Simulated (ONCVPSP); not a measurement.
Input of ONCVPSP 4.0.1:

```
# ATOM AND REFERENCE CONFIGURATION
# atsym  z   nc   nv     iexc    psfile
  H 1.00    0    1        3      upf
#
#   n    l    f
    1    0    1.00
#
# PSEUDOPOTENTIAL AND OPTIMIZATION
# lmax
    1
#
#   l,   rc,      ep,       ncon, nbas, qcut
    0    1.05    0.00    3    6    7.50
    1    0.90    0.26    4    8    7.80
#
# LOCAL POTENTIAL
# lloc, lpopt,  rc(5),   dvloc0
    4    5    0.85    4.00
#
# VANDERBILT-KLEINMAN-BYLANDER PROJECTORs
# l, nproj, debl
    0    3    2.20
    1    2    3.50
#
# MODEL CORE CHARGE
# icmod, fcfact, rcfact
    0    0.00    0.00
#
# LOG DERIVATIVE ANALYSIS
# epsh1, epsh2, depsh
   -2.00    5.00    0.02
#
# OUTPUT GRID
# rlmax, drl
    6.00    0.01
#
# TEST CONFIGURATIONS
# ncnf
    1
# nvcnf
#   n    l    f
    1
    1    0    0.50
#
```

Command:
```bash
oncvpsp.x < H.dat > H.out
```

Functional and relativity: LDA (Perdew-Zunger), scalar-relativistic.

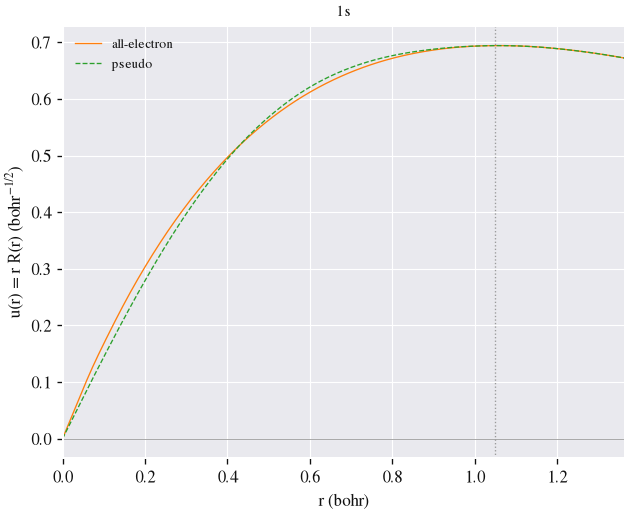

All-electron valence functions (solid) with their pseudo partners (dashed). Dotted lines mark the matching radii.

Pseudo-waves: 1s has no node.

* Cutoffs needed: 16 Ha and 23 Ha (the cutoffs at which the residual kinetic energy of the hardest occupied pseudo-wave falls to 1 and 0.1 mHa per electron)
* Ghost test: no bound ghost flagged; no localised positive-energy state flagged
